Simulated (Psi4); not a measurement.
# UBHLYP/cc-pVTZ run of SF (Monosulfur monofluoride)

What is the energy change on altering one bond length of SF (Monosulfur monofluoride) at UBHLYP/cc-pVTZ? 

The results are computed with Psi4 1.11.

11 further runs of the same task are left out: 11 that didn't finish.

## (1) The structure to begin with

SF: 2 atoms, total charge 0, spin state doublet. As SMILES, `F[S]`. The shape is that of a PBE0-D4/def2-TZVP optimisation.

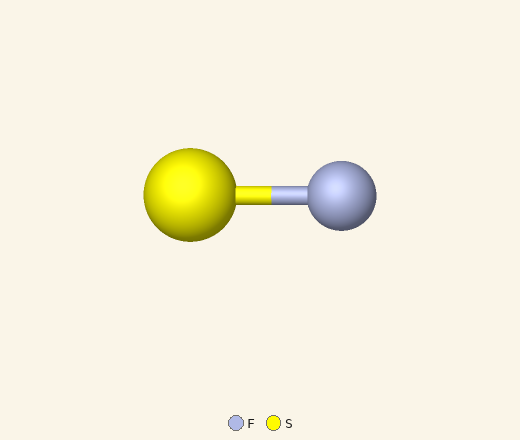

The structure, seen from a chosen angle (fluorine light blue, sulfur yellow).

## (2) Energy and gradient at UBHLYP/cc-pVTZ

File calc.py:

```python
import psi4

psi4.set_memory('2200 MB')
psi4.set_num_threads(1)
psi4.core.set_output_file('psi4.out', False)

mol = psi4.geometry("""
0 2
F      0.000000     0.000000     0.016120
S      0.000000     0.000000     1.610410
units angstrom
symmetry c1
no_reorient
no_com
""")

psi4.set_options({
    'basis': 'cc-pVTZ',
    'reference': 'uks',
    'puream': True,
    'e_convergence': 1e-09,
    'd_convergence': 1e-08,
    'scf_type': 'pk',
    'dft_radial_points': 99,
    'dft_spherical_points': 590,
    'maxiter': 100,
})

result, w = psi4.gradient('bhhlyp', molecule=mol, return_wfn=True)
psi4.oeprop(w, 'LOWDIN_CHARGES', 'DIPOLE', 'MAYER_INDICES')
print('gradient / Eh bohr^-1')
print(result.np.round(6))
print(f'energy = {w.energy():.10f} Eh')
for k, v in sorted(psi4.core.scalar_variables().items()):
    print(f'{k:45s} {v:18.10f}')
```

On the command line:

```sh
$ python calc.py
```

psi4.out (excerpt; [...] marks lines left out):

```text
[...]
  Running in c1 symmetry.
[...]
  Nuclear repulsion =   47.796522801046237
[...]
  Multiplicity = 2
[...]
  Nalpha       = 13
  Nbeta        = 12
[...]
    Number of basis functions: 64
[...]
   @UKS iter   1:  -497.95853172358699   -3.38806e-01   4.11580e-03 ADIIS/DIIS
[...]
   @UKS iter  12:  -497.97967390112103   -2.89901e-12   3.67621e-09 DIIS
[...]
   @S^2 Observed:                7.563789693E-01
[...]
    Orbital Energies [Eh]
    ---------------------
    Alpha Occupied:
       1A    -90.164659     2A    -25.350688     3A     -8.422283
       4A     -6.287625     5A     -6.280113     6A     -6.268495
       7A     -1.406342     8A     -0.834522     9A     -0.597668
      10A     -0.581927    11A     -0.580382    12A     -0.373359
      13A     -0.325195
    Alpha Virtual:
      14A     -0.006287    15A      0.299355    16A      0.320573
      17A      0.339679    18A      0.347791    19A      0.375738
      20A      0.376511    21A      0.423653    22A      0.453493
      23A      0.563180    24A      0.849703    25A      0.867956
[...]
  @UKS Final Energy:  -497.97967390112103
   => Energetics <=
    Nuclear Repulsion Energy =             47.7965228010462369
    One-Electron Energy =                -783.8813486984839756
    Two-Electron Energy =                 256.6625640761819227
    DFT Exchange-Correlation Energy =     -18.5574120798651485
    Empirical Dispersion Energy =           0.0000000000000000
    VV10 Nonlocal Energy =                  0.0000000000000000
    Total Energy =                       -497.9796739011210320
[...]
  -Total Gradient:
     Atom            X                  Y                   Z
    ------   -----------------  -----------------  -----------------
       1        0.000000000000     0.000000000000    -0.002655056246
       2       -0.000000000000     0.000000000000     0.002656811085
[...]
 Multipole Moments:
 ------------------------------------------------------------------------------------
     Multipole            Electronic (a.u.)      Nuclear  (a.u.)        Total (a.u.)
 ------------------------------------------------------------------------------------
 L = 1.  Multiply by 2.5417464519 to convert [e a0] to [Debye]
 Dipole X            :         -0.0000000            0.0000000           -0.0000000
 Dipole Y            :         -0.0000000            0.0000000           -0.0000000
 Dipole Z            :        -48.5733596           48.9659031            0.3925434
 Magnitude           :                                                    0.3925434
[...]
```

Standard output:

```text
gradient / Eh bohr^-1
[[ 0.        0.       -0.002655]
 [-0.        0.        0.002657]]
energy = -497.9796739011 Eh
CURRENT ENERGY                                   -497.9796739011
CURRENT REFERENCE ENERGY                         -497.9796739011
DD SOLVATION ENERGY                                 0.0000000000
DFT FUNCTIONAL TOTAL ENERGY                      -497.9796739011
DFT TOTAL ENERGY                                 -497.9796739011
DFT VV10 ENERGY                                     0.0000000000
DFT XC ENERGY                                     -18.5574120799
GRID ELECTRONS ALPHA                               13.0000001427
GRID ELECTRONS BETA                                12.0000001293
GRID ELECTRONS TOTAL                               25.0000002720
NUCLEAR REPULSION ENERGY                           47.7965228010
ONE-ELECTRON ENERGY                              -783.8813486985
PCM POLARIZATION ENERGY                             0.0000000000
PE ENERGY                                           0.0000000000
SCF ITERATION ENERGY                             -497.9796739011
SCF ITERATIONS                                     12.0000000000
SCF TOTAL ENERGY                                 -497.9796739011
TWO-ELECTRON ENERGY                               256.6625640762
XC GRID RADIAL POINTS                              99.0000000000
XC GRID SPHERICAL POINTS                          590.0000000000
XC GRID TOTAL POINTS                           110029.0000000000
```

Run time: 41 s. Hardware: 1 thread of Intel Xeon at 2.50GHz (Skylake/Cascade Lake), shared host; peak memory 0.63 GiB.

## (3) The distorted shape: a single-point energy at UBHLYP/cc-pVTZ

File job.in:

```
memory 2200 mb

molecule {
  0 2
  F
  S 1 R2

  R2 = 3.5074
  symmetry c1
  no_reorient
  no_com
}

set basis cc-pVTZ
set reference uks
set puream true
set e_convergence 1e-09
set d_convergence 1e-08
set scf_type pk
set dft_radial_points 99
set dft_spherical_points 590
set maxiter 100

energy_value, wavefunction = energy('bhhlyp', return_wfn=True)
oeprop(wavefunction, 'LOWDIN_CHARGES', 'WIBERG_LOWDIN_INDICES', 'MULLIKEN_CHARGES', title='BHHLYP')
print_variables()
```

On the command line:

```sh
$ psi4 job.in job.out -n 1
```

job.out (excerpt; [...] marks lines left out):

```text
[...]
  Running in c1 symmetry.
[...]
  Nuclear repulsion =   21.725927563574157
[...]
  Multiplicity = 2
[...]
  Nalpha       = 13
  Nbeta        = 12
[...]
    Number of basis functions: 64
[...]
   @UKS iter   1:  -497.49194084803145   -4.37073e-01   1.02960e-02 DIIS/ADIIS
[...]
   @UKS iter  22:  -497.86632814946330   -3.98472e-11   9.67841e-09 DIIS
[...]
   @S^2 Observed:                1.756839783E+00
[...]
  @UKS Final Energy:  -497.86632814946330
   => Energetics <=
    Nuclear Repulsion Energy =             21.7259275635741567
    One-Electron Energy =                -732.2171601560497720
    Two-Electron Energy =                 231.1047815013456557
    DFT Exchange-Correlation Energy =     -18.4798770583333472
    Empirical Dispersion Energy =           0.0000000000000000
    VV10 Nonlocal Energy =                  0.0000000000000000
    Total Energy =                       -497.8663281494632997
[...]
 Multipole Moments:
 ------------------------------------------------------------------------------------
     Multipole            Electronic (a.u.)      Nuclear  (a.u.)        Total (a.u.)
 ------------------------------------------------------------------------------------
 L = 1.  Multiply by 2.5417464519 to convert [e a0] to [Debye]
 Dipole X            :          0.0000014            0.0000000            0.0000014
 Dipole Y            :         -0.0000000            0.0000000           -0.0000000
 Dipole Z            :         -2.1357273            2.1099486           -0.0257787
 Magnitude           :                                                    0.0257787
[...]
  Mulliken Charges: (a.u.)
   Center  Symbol    Alpha    Beta     Spin     Total
       1     F     3.99862  4.99774 -0.99912  0.00364
       2     S     9.00138  7.00226  1.99912 -0.00364
   Total alpha = 13.00000, Total beta = 12.00000, Total charge =  0.00000
  Lowdin Charges: (a.u.)
   Center  Symbol    Alpha    Beta     Spin     Total
       1     F     3.99864  4.99700 -0.99836  0.00435
       2     S     9.00136  7.00300  1.99836 -0.00435
  Total alpha = 13.00000, Total beta = 12.00000, Total charge =  0.00000
[...]
```

It took 26 s on 1 thread of Intel Xeon at 2.50GHz (Skylake/Cascade Lake), shared host; peak memory 0.6 GiB.

## (4) Summary of results

Level: UBHLYP/cc-pVTZ.

```
                                                         quantity          value
                                        first shape: total energy  -497.97967 Eh
                                       first shape: dipole moment         1.00 D
                  first shape: HOMO energy (highest over α and β)       -8.50 eV
                   first shape: LUMO energy (lowest over α and β)       -3.18 eV
                                                first shape: ⟨S²⟩          0.756
                            first shape: largest force on an atom     0.137 eV/Å
                                    distorted shape: total energy  -497.86633 Eh
                                   distorted shape: dipole moment         0.07 D
              distorted shape: HOMO energy (highest over α and β)       -8.49 eV
               distorted shape: LUMO energy (lowest over α and β)       -4.22 eV
                                            distorted shape: ⟨S²⟩          1.757
energy change with the F1–S2 bond stretched from 1.594 to 3.507 Å       3.084 eV
```

In words: With the F1–S2 bond stretched from 1.594 to 3.507 Å the energy rises by 3.08 eV (71 kcal/mol). The first shape isn't relaxed at this level, so the change isn't measured from a minimum. ⟨S²⟩ (distorted shape) is 1.76 where a pure doublet has 0.75: the reference is spin-contaminated.
